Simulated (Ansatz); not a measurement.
**Run report: C₃H₆OSi, molecular dynamics (part 3 of 3)**

The same run, continued: C₃H₆OSi; RKS B3LYP-D4/6-31G (Ansatz 0.2.0). It belongs to a series of runs on one base structure; here: dynamics from the highest image of the converged band.

Geometry of the input (Å):
```
C  -0.3404  -1.6947  1.6136
C  -0.0188  -0.5597  0.7613
C  0.2602  0.4109  0.0519
Si 0.5099  2.0428  -1.2189
O  -0.5210  1.6294  -2.5597
H  0.5024  -1.9623  2.2614
H  -0.5913  -2.5779  1.0125
H  -1.2052  -1.4815  2.2551
H  -0.0170  1.7115  0.3150
H  1.9552  1.6757  -1.4970
H  -0.4685  0.7487  -2.9747
```

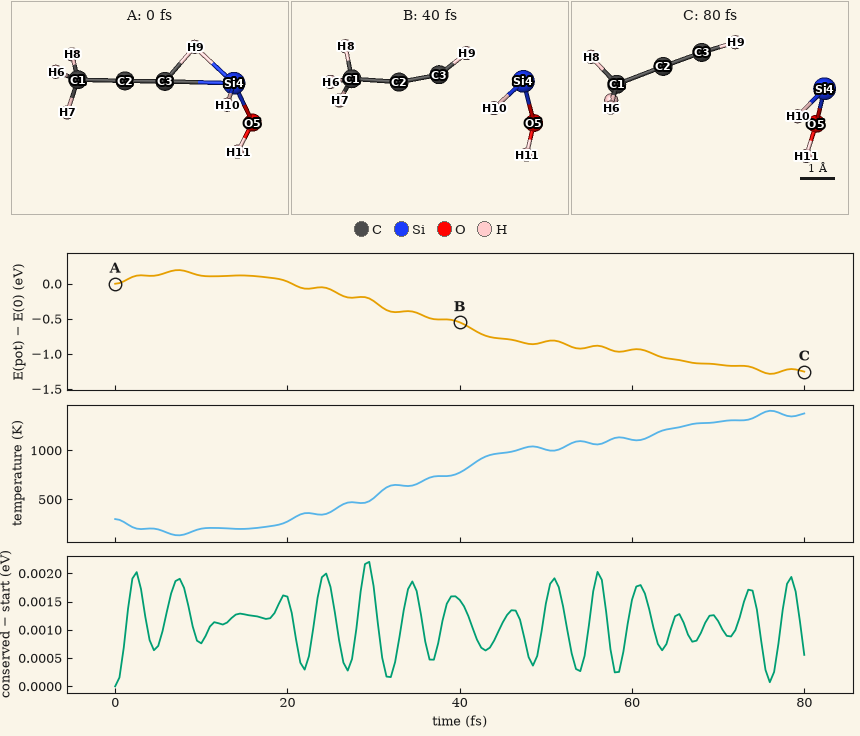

**Figure 1.** Frames of the molecular dynamics (ball-and-stick, seen at a tilt) above the curves, on which the letters mark them. The trajectory kept here has 161 frames over 80 fs. The temperature starts at 300 K, ranges from 134 to 1404 K and averages 1146 K over the second half. The potential energy ends 1.252 eV below its first value. The conserved quantity stays within 0.0022 eV. After an unweighted best fit of the last frame on the first, the root-mean-square displacement is 0.80 Å.

```
Total energy: -13129.00120953 eV, -482.4818952935 hartree
Atom 0 at    -0.196558    -2.385900     1.757406 Å, force    -0.054338     0.792468     0.738039 eV/Å
Atom 1 at    -0.236360    -0.956324     1.376777 Å, force    -0.452230    -0.233739     0.078622 eV/Å
Atom 2 at    -0.369576     0.202154     1.031263 Å, force     0.297596    -1.105135     0.228219 eV/Å
Atom 3 at     0.747989     2.662284    -1.874940 Å, force    -0.256824    -0.153278     0.214653 eV/Å
Atom 4 at    -0.446775     1.679566    -2.695958 Å, force     0.725119    -0.573858    -0.802668 eV/Å
Atom 5 at     0.735744    -2.818762     1.389377 Å, force    -0.078719    -0.374091     0.002319 eV/Å
Atom 6 at    -1.073765    -2.920471     1.381528 Å, force     0.133209    -0.079105    -0.348379 eV/Å
Atom 7 at    -0.247202    -2.522047     2.864780 Å, force     0.269321     0.202529    -0.565105 eV/Å
Atom 8 at    -0.453519     1.183926     0.684198 Å, force    -0.132257     0.840465    -0.158580 eV/Å
Atom 9 at     2.004022     1.688088    -1.948133 Å, force    -0.100448    -0.003216    -0.228910 eV/Å
Atom 10 at    -0.220158     0.894521    -3.275040 Å, force    -0.350430     0.686958     0.841790 eV/Å
Dipole moment:     0.260396    -0.455214    -0.153440 e Å
```

## Trajectory as extended XYZ (Å, eV, eV/Å), 9 of the 161 frames kept, from step=0 to step=160
```
11
Properties=species:S:1:pos:R:3:forces:R:3 step=0 time_fs=0.0 energy=-13127.74909 temperature=300.0
C    -0.3404   -1.6947    1.6136    0.0002  -0.0001  -0.0002
C    -0.0188   -0.5597    0.7613    0.0000  -0.0003   0.0000
C     0.2602    0.4109    0.0519   -0.0001   0.0004   0.0000
Si    0.5099    2.0428   -1.2189   -0.0005   0.0007  -0.0004
O    -0.5210    1.6294   -2.5597    0.0001  -0.0006   0.0002
H     0.5024   -1.9623    2.2614   -0.0001  -0.0001   0.0000
H    -0.5913   -2.5779    1.0125   -0.0002   0.0001   0.0000
H    -1.2052   -1.4815    2.2551    0.0000   0.0001   0.0001
H    -0.0170    1.7115    0.3150    0.0005  -0.0002   0.0002
H     1.9552    1.6757   -1.4970    0.0001   0.0000   0.0002
H    -0.4685    0.7487   -2.9747    0.0000   0.0000  -0.0002
11
Properties=species:S:1:pos:R:3:forces:R:3 step=20 time_fs=10.0 energy=-13127.63449 temperature=202.1
C    -0.3117   -1.6796    1.6202    0.2573  -1.1748   0.3241
C    -0.0667   -0.5517    0.7913    0.6261  -0.1151  -0.2863
C     0.2487    0.3641    0.0378   -0.2977   0.7136  -0.0640
Si    0.5103    2.0517   -1.2112    0.4049   0.9218  -0.9423
O    -0.5108    1.6370   -2.5671   -0.3092   0.6049   0.5482
H     0.5871   -2.0163    2.1847   -0.3812   0.2487  -0.3073
H    -0.6412   -2.5252    0.9850   -0.0602   0.1240   0.4035
H    -1.0847   -1.4460    2.3452   -0.3917  -0.1724   0.3030
H    -0.1242    1.5231    0.2733    0.2030  -0.2381   0.2275
H     1.9141    1.6372   -1.7181   -0.1365  -0.0772   0.4638
H    -0.2827    0.8533   -3.0637    0.0852  -0.8353  -0.6702
11
Properties=species:S:1:pos:R:3:forces:R:3 step=40 time_fs=20.0 energy=-13127.71806 temperature=274.7
C    -0.3068   -1.7112    1.6576    0.9807  -0.8933  -0.3052
C    -0.0757   -0.5648    0.8034   -0.0390  -1.1786  -0.0259
C     0.2176    0.3496    0.0269   -0.5527   0.2950   1.0069
Si    0.5196    2.0920   -1.2311    0.0374   1.1083  -0.6582
O    -0.5057    1.6308   -2.5790   -0.3823   1.0986   1.0384
H     0.6788   -2.0284    2.1016   -0.9294  -0.0377  -0.3153
H    -0.7769   -2.5530    1.0994    0.5211   0.3289   0.0660
H    -0.9977   -1.5426    2.4658   -0.3525   0.5317   0.5760
H    -0.1227    1.3604    0.4387    0.2330   0.1669  -0.3646
H     1.8858    1.4850   -1.6075    0.1092  -0.1793   0.0556
H    -0.2217    0.9864   -3.2068    0.3745  -1.2406  -1.0736
11
Properties=species:S:1:pos:R:3:forces:R:3 step=60 time_fs=30.0 energy=-13127.99430 temperature=512.3
C    -0.3012   -1.7630    1.7040    1.7389  -1.3890  -1.2336
C    -0.0759   -0.6450    0.8017    0.2426  -0.3202   0.0317
C     0.1433    0.3394    0.1017   -0.3747  -0.8946   1.2849
Si    0.5372    2.1675   -1.2778    0.3322   0.3286  -1.2874
O    -0.4983    1.6227   -2.5975   -0.0378   1.2884   1.1747
H     0.6761   -2.2086    2.0812   -0.9244   0.6267  -0.3418
H    -0.7884   -2.6033    1.1532   -0.1460   0.5271   0.6100
H    -0.8519   -1.4208    2.5514   -0.7907  -0.0146   0.7301
H     0.0338    1.3804    0.3704   -0.1699   0.6492   0.1543
H     1.8314    1.2434   -1.3993   -0.2382   0.2974  -0.2315
H    -0.2444    1.0352   -3.2941    0.3680  -1.0989  -0.8915
11
Properties=species:S:1:pos:R:3:forces:R:3 step=80 time_fs=40.0 energy=-13128.29841 temperature=773.5
C    -0.2759   -1.8388    1.7246    0.2768  -1.8032   0.2606
C    -0.0652   -0.7603    0.8098   -0.0110   1.3423  -0.2855
C     0.0404    0.3306    0.2728   -0.0382  -2.0604   0.8109
Si    0.5639    2.2562   -1.3639   -0.0215   0.4400  -0.8430
O    -0.4775    1.6365   -2.6143    0.0779   0.4955  -0.0045
H     0.6905   -2.2994    2.1024   -1.1330   0.2416  -0.5689
H    -1.0076   -2.6034    1.3829    0.8259  -0.0258  -0.3096
H    -0.8093   -1.4533    2.5726   -0.0977   0.5386   0.9661
H     0.0857    1.3738    0.2951   -0.2670   1.1884   0.3161
H     1.6882    1.1932   -1.3914    0.3775  -0.0183  -0.3104
H    -0.2649    0.9074   -3.2137    0.0103  -0.3388  -0.0317
11
Properties=species:S:1:pos:R:3:forces:R:3 step=100 time_fs=50.0 energy=-13128.57062 temperature=1007.4
C    -0.2903   -1.9564    1.7777    1.8642  -1.5632  -1.2166
C    -0.0640   -0.8486    0.8395   -0.4307   0.8023   0.6434
C    -0.0581    0.3180    0.4821    0.1003  -1.7906   0.2737
Si    0.5966    2.3545   -1.4778    0.7522   0.1884  -0.0781
O    -0.4518    1.6617   -2.6445   -0.4210  -1.0654  -0.5097
H     0.6716   -2.5198    2.0034   -0.8214   0.6763  -0.2090
H    -0.9576   -2.7474    1.3833   -0.1466   0.5736   0.3732
H    -0.6020   -1.4931    2.6914   -0.6587  -0.1206   0.7508
H    -0.1271    1.3527    0.4320   -0.0865   1.2751  -0.1793
H     1.7426    1.2570   -1.6243   -0.0393   0.2191   0.1152
H    -0.3334    0.7324   -2.9685   -0.1124   0.8049   0.0364
11
Properties=species:S:1:pos:R:3:forces:R:3 step=120 time_fs=60.0 energy=-13128.68729 temperature=1107.8
C    -0.2565   -2.1040    1.8005    0.3151  -0.4742  -0.9568
C    -0.0986   -0.9006    0.9349   -0.4786   0.3439   1.5013
C    -0.1543    0.2956    0.6944    0.1075  -1.6667  -0.0955
Si    0.6488    2.4600   -1.5977    0.1614   0.0970  -0.3312
O    -0.4497    1.6676   -2.6866   -0.3135  -1.4497   0.1254
H     0.6941   -2.6885    1.8918   -0.8457   0.2220  -0.1558
H    -1.1010   -2.7331    1.4577    0.6272  -0.1257  -0.2856
H    -0.5856   -1.8175    2.7941    0.2696   0.4442   0.4020
H    -0.3564    1.2966    0.5174   -0.0761   1.2857  -0.3035
H     1.8434    1.4553   -1.7914    0.0880  -0.0841   0.1561
H    -0.4314    0.6802   -2.8791    0.1450   1.4076  -0.0564
11
Properties=species:S:1:pos:R:3:forces:R:3 step=140 time_fs=70.0 energy=-13128.90017 temperature=1290.5
C    -0.2269   -2.2448    1.7833    0.2628  -0.4563  -0.1954
C    -0.1651   -0.9357    1.1374    0.0054   1.1644   0.0808
C    -0.2603    0.2588    0.8795    0.1950  -2.0890   0.0867
Si    0.7058    2.5668   -1.7294   -0.4331  -0.4132  -0.4644
O    -0.4608    1.6663   -2.7051    0.4795  -1.0506  -0.0421
H     0.6546   -2.9133    1.6977   -0.0114   0.6879  -0.0961
H    -1.0420   -2.8472    1.3563   -0.1841   0.1754   0.3314
H    -0.3823   -2.0372    2.8492   -0.2142  -0.4641   0.0217
H    -0.4453    1.2296    0.5523   -0.0975   1.0330  -0.2244
H     1.9699    1.6121   -1.8344   -0.1290  -0.0712  -0.0727
H    -0.3984    0.7299   -3.0820    0.1266   1.4837   0.5745
11
Properties=species:S:1:pos:R:3:forces:R:3 step=160 time_fs=80.0 energy=-13129.00094 temperature=1376.6
C    -0.1966   -2.3859    1.7574   -0.0543   0.7925   0.7380
C    -0.2364   -0.9563    1.3768   -0.4522  -0.2337   0.0786
C    -0.3696    0.2022    1.0313    0.2976  -1.1051   0.2282
Si    0.7480    2.6623   -1.8749   -0.2568  -0.1533   0.2147
O    -0.4468    1.6796   -2.6960    0.7251  -0.5739  -0.8027
H     0.7357   -2.8188    1.3894   -0.0787  -0.3741   0.0023
H    -1.0738   -2.9205    1.3815    0.1332  -0.0791  -0.3484
H    -0.2472   -2.5220    2.8648    0.2693   0.2025  -0.5651
H    -0.4535    1.1839    0.6842   -0.1323   0.8405  -0.1586
H     2.0040    1.6881   -1.9481   -0.1004  -0.0032  -0.2289
H    -0.2202    0.8945   -3.2750   -0.3504   0.6870   0.8418
```

## Key numbers

- outcome: finished
- mean temperature over the second half: 1146 K
- trajectory: 160 steps, 80 fs
- ensemble: nve
- temperature in the input: 300.0 K
- time step: 0.5 fs
- potential energy (last step): −13129.0012 eV
- mean-field energy (last step): −13128.7519 eV
- largest force (length of the vector) (last step): 1.224 eV/Å
- wall time: 7.5 min
- peak memory: 0.13 GiB

## Notes

So short a trajectory is not equilibrated.
